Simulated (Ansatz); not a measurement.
Start from this file.

```
Cs Co
1.0
     8.09193    0.00000    0.00000
     0.00000    8.54301    0.00000
     0.00000    0.00000    5.43268
Cs Co
4 2
Direct
  0.87633 0.25389 0.50000
  0.62367 0.75389 0.00000
  0.12367 0.74611 0.50000
  0.37633 0.24611 0.00000
  0.50000 0.50000 0.50000
  0.00000 0.00000 0.00000
```

**Characterise the structure given above.**

Formula: Cs$_{2}$Co. Its lattice is primitive orthorhombic, its space group Pnnm (No. 58). Counting shared atoms by their share gives 4 Cs, 2 Co, or 6 atoms. The neighbours of Cs are three Co at 3.62 to 3.70 Å. The neighbours of Co are six Cs in a distorted octahedral arrangement at 3.62 to 3.70 Å. The bonds build a three-dimensional framework.

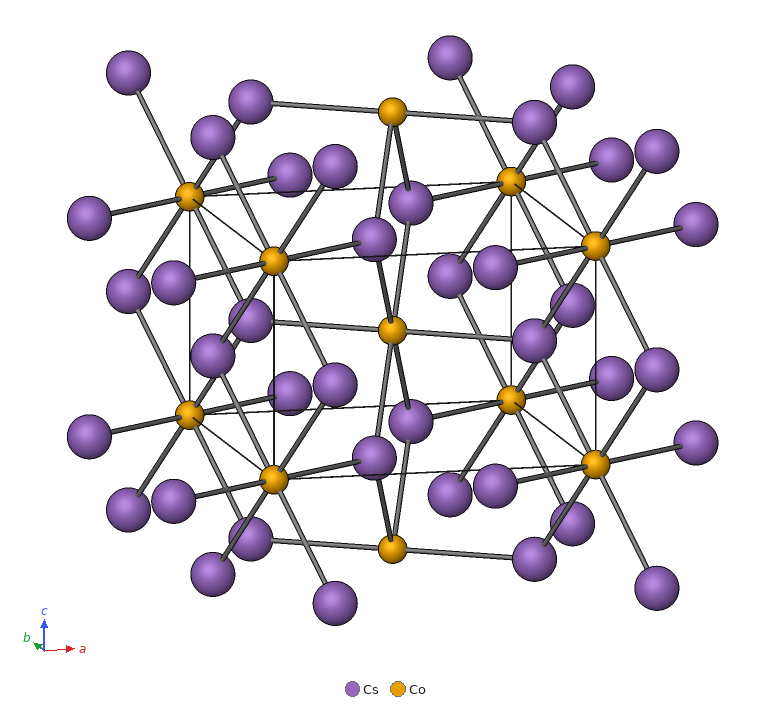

The figure gives a ball-and-stick picture of the atoms, viewed slightly off an axis. The wireframe shows the conventional unit cell. Periodic images bonded to atoms of the box are shown as well. Colours: caesium purple, cobalt orange.

Origin of the cell: a textbook structure type filled with these elements (whether it is the usual form wasn't checked). Earlier steps of the study may have refined or changed the cell and positions. It was set up as input for a calculation with Ansatz.
